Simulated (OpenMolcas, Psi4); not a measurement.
# [BF2]+ (SMILES F[B+]F): methods side by side

The species is [BF2]+ (3 atoms), meant as a singlet with charge +1. As SMILES, `F[B+]F`. Geometry: relaxed at PBE0-D4/def2-TZVP.

```xyz
3

F     0.3297    1.1405    0.3077
B     0.0000    0.0000    0.0000
F    -0.3297   -1.1405   -0.3077
```

Each level gives the vertical ionisation energy (to the doublet dication) (eV). The values are calculated.

| level | kind | program | value (eV) | less CCSD(T)/cc-pVTZ | CPU time (all runs) |
| --- | --- | --- | --- | --- | --- |
| SVWN5/cc-pVTZ | LDA | Psi4 | 26.06 | -0.49 | 28 s |
| BLYP/cc-pVTZ | GGA | Psi4 | 25.60 | -0.95 | 49 s |
| r2SCAN/cc-pVTZ | meta-GGA | OpenMolcas | 25.89 | -0.66 | 98 s |
| B3LYP/cc-pVTZ | global hybrid | OpenMolcas | 26.16 | -0.39 | 64 s |
| CAM-B3LYP/cc-pVTZ | range-separated hybrid | Psi4 | 26.41 | -0.14 | 80 s |
| HSE06/cc-pVTZ | range-separated hybrid | Psi4 | 26.13 | -0.42 | 88 s |
| wB97X/cc-pVTZ | range-separated hybrid | Psi4 | 26.32 | -0.23 | 68 s |
| DSD-PBEP86/cc-pVTZ (density fitting for correlation) | double hybrid | Psi4 | 26.69 | +0.14 | 31 s |
| MP3/cc-pVTZ | perturbation theory | Psi4 | 26.87 | +0.32 | 44 s |
| CCSD(T)/cc-pVTZ | coupled cluster or CI | Psi4 | 26.55 | 0.00 | 4.5 min |

Differences are taken from CCSD(T)/cc-pVTZ for orientation; it has basis-set and higher-order errors of its own. Its T1 diagnostic reaches 0.048, a sign that one reference may not serve. The values span 25.60 to 26.87 eV. Spin contamination of the reference (⟨S²⟩ at least 0.1 too high) touches MP3/cc-pVTZ, CCSD(T)/cc-pVTZ. Times are those of the runs behind each value, whatever else they computed, on shared processors of several kinds: orders of magnitude only.

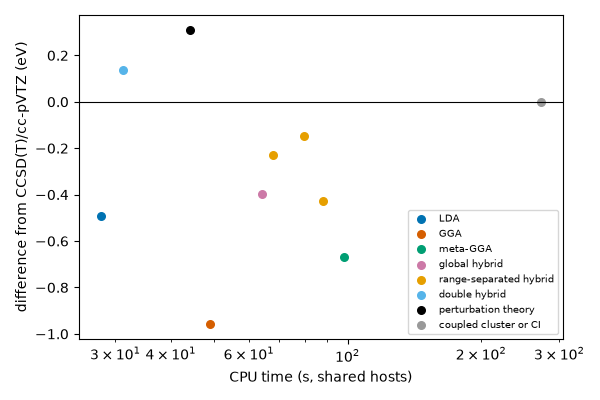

Difference from CCSD(T)/cc-pVTZ against processor time, one point a level.
